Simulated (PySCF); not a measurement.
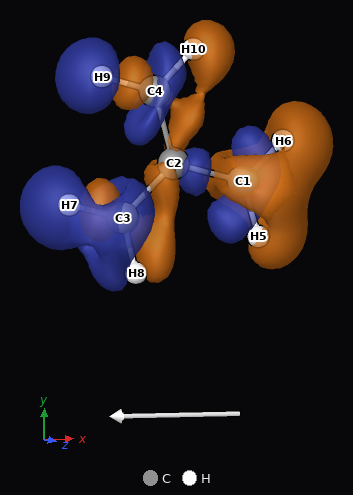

Figure. C$_{4}$H$_{6}$, triplet, SMILES `[CH2]C([CH2])=C`. Change of the electron density in a uniform field of 0.26 V/Å along −x (arrow), surfaces at ±0.002 e/Å³ (orange: gain, blue: loss).

Computed with PySCF, BP86/aug-cc-pVDZ, geometry: GFN2-xTB. No frequency check shows the geometry to be a minimum. The stability of the open-shell solution wasn't checked. GFN2-xTB doesn't know the spin state, so this open-shell geometry is rough.

The field was applied in both directions; the picture shows the one opposite to the script's first.

Q: How large is the response?

A: The induced dipole is 0.80 D (along the field); α along this axis, from the fields in both directions, is 63 bohr³ (9.3 Å³).
